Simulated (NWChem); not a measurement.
**CH9AlOSi2 (SMILES [CH3][Al]([SiH3])[O][SiH3]): levels of theory compared**

Wanted: a comparison of 4 runs (HF/STO-3G, HF/3-21G, B3LYP/6-31G*) of CH9AlOSi2. 

Program for the calculation: NWChem 7.3.0.

### Step 1. The molecule

CH9AlOSi2: 14 atoms, total charge 0, spin state singlet. As SMILES, `[CH3][Al]([SiH3])[O][SiH3]`. Geometry: relaxed at PBE0-D4/def2-TZVP. This is one conformer, not always the lowest.

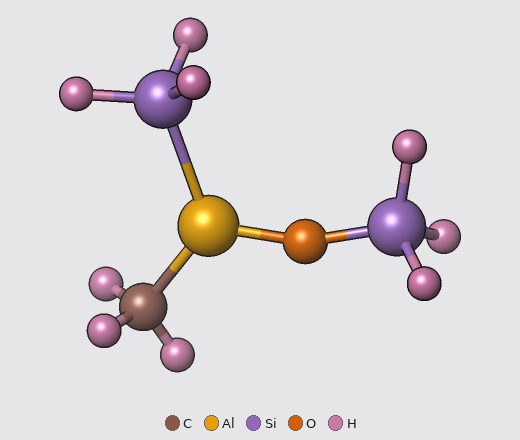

Viewed from a chosen angle; carbon brown, aluminium amber, silicon purple, oxygen orange, hydrogen pink.

### Step 2. Energy and forces at HF/STO-3G (run 1)

Contents of run.py:

```python
from ase import Atoms
from ase.calculators.nwchem import NWChem

mol = Atoms(['C', 'Al', 'Si', 'O', 'Si', 'H', 'H', 'H', 'H', 'H', 'H', 'H', 'H', 'H'], positions=[
    [-1.749100, 1.713200, 0.569700],
    [-0.325300, 0.418000, 0.303300],
    [1.433900, -0.128600, 1.926300],
    [-0.256000, -0.426600, -1.161600],
    [0.253200, -1.450300, -2.314700],
    [-2.335700, 1.873500, -0.337900],
    [-1.350200, 2.678500, 0.897000],
    [-2.432300, 1.378100, 1.357700],
    [1.550800, -1.601900, 2.127100],
    [2.763900, 0.352000, 1.449000],
    [1.197200, 0.488600, 3.263000],
    [1.514000, -2.129400, -1.905200],
    [0.505200, -0.707000, -3.578100],
    [-0.782700, -2.487500, -2.566900],
])

calc = NWChem(
    label='ch9alosi2',
    theory='scf',
    memory='2200 mb',
    basis='STO-3G',
    basispar='spherical bse',
    scf={'nopen': '0', 'rhf': None, 'thresh': '1e-08', 'maxiter': '80'},
)
mol.calc = calc

forces = mol.get_forces()
print(f"energy = {mol.get_potential_energy():.6f} eV")
print("forces (eV/A):")
for s, f in zip(mol.symbols, forces):
    print(f"{s:2s} {f[0]:10.5f} {f[1]:10.5f} {f[2]:10.5f}")
print("dipole (e A):", mol.get_dipole_moment().round(4))
```

The run is started by

```console
$ export ASE_NWCHEM_COMMAND="nwchem PREFIX.nwi > PREFIX.nwo"
$ python run.py
```

Standard output:

```text
energy = -25219.300247 eV
forces (eV/A):
C     0.56708   -0.53577    0.08958
Al    1.45144   -1.54055   -0.70140
Si   -0.66478    0.29244   -0.64108
O    -0.43405    1.39837    1.94607
Si    0.46383   -0.66669   -0.54980
H     0.20559    0.01013    0.42701
H    -0.23711   -0.39801   -0.24436
H     0.24899    0.18054   -0.44069
H    -0.04803    1.71508   -0.12310
H    -1.47988   -0.60210    0.67687
H     0.38561   -0.78223   -1.48836
H    -1.36700    0.68715   -0.53098
H    -0.25382   -0.85602    1.34649
H     1.16209    1.09766    0.23376
dipole (e A): [-0.1242  0.0694 -0.0435]
```

The calculator wrote ch9alosi2.nwi:

```
title "ch9alosi2"

permanent_dir ch9alosi2

scratch_dir ch9alosi2

start ch9alosi2

geometry units angstrom nocenter noautosym noautoz
  C  -1.7491000000000001e+00 1.7132000000000001e+00 5.6969999999999998e-01
  Al -3.2529999999999998e-01 4.1799999999999998e-01 3.0330000000000001e-01
  Si 1.4339000000000000e+00 -1.2859999999999999e-01 1.9262999999999999e+00
  O  -2.5600000000000001e-01 -4.2659999999999998e-01 -1.1616000000000000e+00
  Si 2.5319999999999998e-01 -1.4502999999999999e+00 -2.3147000000000002e+00
  H  -2.3357000000000001e+00 1.8734999999999999e+00 -3.3789999999999998e-01
  H  -1.3502000000000001e+00 2.6785000000000001e+00 8.9700000000000002e-01
  H  -2.4323000000000001e+00 1.3781000000000001e+00 1.3576999999999999e+00
  H  1.5508000000000000e+00 -1.6019000000000001e+00 2.1271000000000000e+00
  H  2.7639000000000000e+00 3.5199999999999998e-01 1.4490000000000001e+00
  H  1.1972000000000000e+00 4.8859999999999998e-01 3.2629999999999999e+00
  H  1.5140000000000000e+00 -2.1294000000000000e+00 -1.9052000000000000e+00
  H  5.0519999999999998e-01 -7.0699999999999996e-01 -3.5781000000000001e+00
  H  -7.8269999999999995e-01 -2.4874999999999998e+00 -2.5669000000000000e+00
end

memory 2200 mb

basis spherical bse noprint
   * library STO-3G
end

scf
  nopen 0
  rhf
  thresh 1e-08
  maxiter 80
end

task scf gradient
```

ch9alosi2.nwo:

```text
Northwest Computational Chemistry Package (NWChem) 7.3.0
             --------------------------------------------------------

           Job information
           ---------------

    nwchem branch   = 7.3.0
    use scalapack   = T
    input           = ch9alosi2.nwi
    prefix          = ch9alosi2.
    data base       = ch9alosi2/ch9alosi2.db
    status          = startup
    nproc           =        1

           Memory information
           ------------------

[... 5 lines left out ...]
    hardfail = no
[... 147 lines left out ...]
         Quadratically convergent ROHF
[... 14 lines left out ...]
       Final RHF  results
[... 4 lines left out ...]
      Two-electron energy =    686.919917551200
[... 51 lines left out ...]
                       ROHF Final Molecular Orbital Analysis
[... 248 lines left out ...]
                 ----------------------------------------
                 |  Time  |  1-e(secs)   |  2-e(secs)   |
                 ----------------------------------------
                 |  CPU   |       0.00   |       0.68   |
                 ----------------------------------------
                 |  WALL  |       0.00   |       0.68   |
                 ----------------------------------------

 Task  times  cpu:        3.8s     wall:        3.8s
 Total times  cpu:        3.8s     wall:        3.8s
```

Wall time 4.8 s (1 thread of AMD EPYC 9R45 (Zen 5), shared host); peak memory 0.099 GiB.

### Step 3. Energy and forces at HF/3-21G (run 2)

Contents of ch9alosi2.nw:

```
start ch9alosi2
memory 2200 mb

geometry units bohr noautosym nocenter noautoz
  C     -3.30531996     3.23747880     1.07657697
  Al    -0.61472791     0.78990552     0.57315393
  Si     2.70967829    -0.24301878     3.64017943
  O     -0.48376989    -0.80615716    -2.19510587
  Si     0.47847865    -2.74066980    -4.37414906
  H     -4.41383331     3.54040189    -0.63853846
  H     -2.55150821     5.06163142     1.69508433
  H     -4.59638085     2.60423157     2.56568116
  H      2.93058727    -3.02715228     4.01963644
  H      5.22301404     0.66518360     2.73821315
  H      2.26238012     0.92332018     6.16617634
  H      2.86104535    -4.02398281    -3.60030621
  H      0.95468964    -1.33603637    -6.76162905
  H     -1.47908864    -4.70069374    -4.85073799
end

basis spherical bse
  C library 3-21G
  Al library 3-21G
  Si library 3-21G
  O library 3-21G
  H library 3-21G
end

scf
  thresh 1e-08
  maxiter 80
end

task scf gradient
```

The run is started by

```console
$ nwchem ch9alosi2.nw > ch9alosi2.out
```

Standard output:

```text
[...]
  functions       =    75
[...]
  wavefunction    = RHF
[...]
         Total SCF energy =   -932.821951403961
      One-electron energy =  -1938.276629841268
      Two-electron energy =    681.929037712339
 Nuclear repulsion energy =    323.525640724968
        Time for solution =      3.3s
[...]
                         RHF ENERGY GRADIENTS
    atom               coordinates                        gradient
                 x          y          z           x          y          z
   1 C      -3.305320   3.237479   1.076577    0.009756  -0.010436  -0.005504
   2 Al     -0.614728   0.789906   0.573154   -0.002402   0.006801   0.009037
   3 Si      2.709678  -0.243019   3.640179   -0.002629  -0.000047  -0.003501
   4 O      -0.483770  -0.806157  -2.195106    0.000984  -0.014111  -0.024492
   5 Si      0.478479  -2.740670  -4.374149   -0.000223   0.011528   0.020323
   6 H      -4.413833   3.540402  -0.638538   -0.002690   0.000857  -0.003575
   7 H      -2.551508   5.061631   1.695084    0.002572   0.002431   0.001690
   8 H      -4.596381   2.604232   2.565681   -0.001068  -0.001836   0.003137
   9 H       2.930587  -3.027152   4.019636    0.000178   0.001185  -0.000128
  10 H       5.223014   0.665184   2.738213   -0.001055  -0.000459   0.000459
  11 H       2.262380   0.923320   6.166176    0.000528  -0.000365  -0.000367
[...]
```

Wall time 4.8 s (1 thread of AMD EPYC 9R45 (Zen 5), shared host); peak memory 0.1 GiB.

Run 3 isn't shown in full; the table further down has it.

### Step 4. Energy and forces at B3LYP/6-31G(d) (Cartesian functions) (run 4)

run.py, as its differences from that of step 2:

```diff
@@ -21,8 +21,7 @@
 calc = NWChem(
-    label='ch9alosi2',
-    theory='scf',
+    label='input',
+    theory='dft',
     memory='2200 mb',
-    basis='STO-3G',
-    basispar='spherical bse',
-    scf={'nopen': '0', 'rhf': None, 'thresh': '1e-08', 'maxiter': '80'},
+    basis='6-31G*',
+    dft={'xc': 'b3lyp', 'mult': '1', 'grid': 'fine', 'convergence': 'energy 1e-08', 'iterations': '100', 'mulliken': None},
 )
```

The run is started by

```console
$ export ASE_NWCHEM_COMMAND="nwchem PREFIX.nwi > PREFIX.nwo"
$ python run.py
```

Standard output:

```text
energy = -25585.807068 eV
forces (eV/A):
C    -0.05620    0.04983    0.03270
Al    0.08932    0.18085    0.47067
Si   -0.00833    0.01368    0.00273
O    -0.19736    0.13442   -0.04695
Si    0.15236   -0.36535   -0.44465
H    -0.06592    0.02910   -0.08150
H     0.02000    0.11498    0.02180
H    -0.08978   -0.01980    0.06963
H     0.02545   -0.02803    0.03096
H     0.04463   -0.00057    0.01815
H     0.02000    0.00041    0.04037
H     0.03188   -0.04057   -0.03306
H     0.02448   -0.02489   -0.04566
H     0.00946   -0.04407   -0.03522
dipole (e A): [-0.1685  0.1485  0.0307]
```

The calculator wrote input.nwi:

```
title "input"

permanent_dir input

scratch_dir input

start input

geometry units angstrom nocenter noautosym noautoz
  C  -1.7491000000000001e+00 1.7132000000000001e+00 5.6969999999999998e-01
  Al -3.2529999999999998e-01 4.1799999999999998e-01 3.0330000000000001e-01
  Si 1.4339000000000000e+00 -1.2859999999999999e-01 1.9262999999999999e+00
  O  -2.5600000000000001e-01 -4.2659999999999998e-01 -1.1616000000000000e+00
  Si 2.5319999999999998e-01 -1.4502999999999999e+00 -2.3147000000000002e+00
  H  -2.3357000000000001e+00 1.8734999999999999e+00 -3.3789999999999998e-01
  H  -1.3502000000000001e+00 2.6785000000000001e+00 8.9700000000000002e-01
  H  -2.4323000000000001e+00 1.3781000000000001e+00 1.3576999999999999e+00
  H  1.5508000000000000e+00 -1.6019000000000001e+00 2.1271000000000000e+00
  H  2.7639000000000000e+00 3.5199999999999998e-01 1.4490000000000001e+00
  H  1.1972000000000000e+00 4.8859999999999998e-01 3.2629999999999999e+00
  H  1.5140000000000000e+00 -2.1294000000000000e+00 -1.9052000000000000e+00
  H  5.0519999999999998e-01 -7.0699999999999996e-01 -3.5781000000000001e+00
  H  -7.8269999999999995e-01 -2.4874999999999998e+00 -2.5669000000000000e+00
end

memory 2200 mb

basis noprint
   * library 6-31G*
end

dft
  xc b3lyp
  mult 1
  grid fine
  convergence energy 1e-08
  iterations 100
  mulliken
end

task dft gradient
```

input.nwo:

```text
Northwest Computational Chemistry Package (NWChem) 7.3.0
             --------------------------------------------------------

           Job information
           ---------------

    nwchem branch   = 7.3.0
    use scalapack   = T
    input           = input.nwi
    prefix          = input.
    data base       = input/input.db
    status          = startup
    nproc           =        1

           Memory information
           ------------------

[... 5 lines left out ...]
    hardfail = no
[... 118 lines left out ...]
  convergence criterion.
[... 44 lines left out ...]
          Spatial weights used:  Erf1
[... 32 lines left out ...]
 1-e energy   =   -1939.793028
[... 43 lines left out ...]
           Coulomb energy =      759.248976237539
[... 803 lines left out ...]
          Convergence on density requested:  1.00D-05
[... 30 lines left out ...]
          total energy or number of iterations.
[... 36 lines left out ...]
                 ----------------------------------------
                 |  Time  |  1-e(secs)   |  2-e(secs)   |
                 ----------------------------------------
                 |  CPU   |       0.01   |       5.42   |
                 ----------------------------------------
                 |  WALL  |       0.01   |       5.42   |
                 ----------------------------------------

 Task  times  cpu:       27.3s     wall:       27.3s
 Total times  cpu:       27.3s     wall:       27.3s
```

Run time: 28 s. Hardware: 1 thread of AMD EPYC 9R45 (Zen 5), shared host; peak memory 0.14 GiB.

### Step 5. All runs side by side

```csv
run,level,iteration cap,module,energy (Eh),dipole moment (D),HOMO energy (eV),LUMO energy (eV),wall time
1,HF/STO-3G,80,scf,-926.792197,0.71,-6.75,8.92,4.8 s
2,HF/3-21G,80,scf,-932.821951,0.94,-9.82,1.79,4.8 s
3,B3LYP/6-31G* (spherical functions),100,dft,-940.253976,1.09,-6.96,-1.18,23 s
4,B3LYP/6-31G* (Cartesian functions),100,dft,-940.261075,1.09,-6.96,-1.18,28 s
```

### Step 6. Summary of results

| quantity | value |
| --- | --- |
| run 4: total energy | -940.26107 Eh |
| run 4: dipole moment | 1.09 D |
| run 4: HOMO energy | -6.96 eV |
| run 4: LUMO energy | -1.18 eV |
| run 4: HOMO–LUMO gap | 5.78 eV |
| run 4: largest force on an atom | 0.595 eV/Å |

What this shows: The dipole moment (its size) runs from 0.71 D (HF/STO-3G) to 1.09 D (B3LYP/6-31G*). The two ends differ in method and basis. The HOMO–LUMO gap runs from 5.78 eV (B3LYP/6-31G*) to 15.67 eV (HF/STO-3G). In run 1 the basis is minimal, so the values are rough. All runs together took 61 s, the longest 28 s.
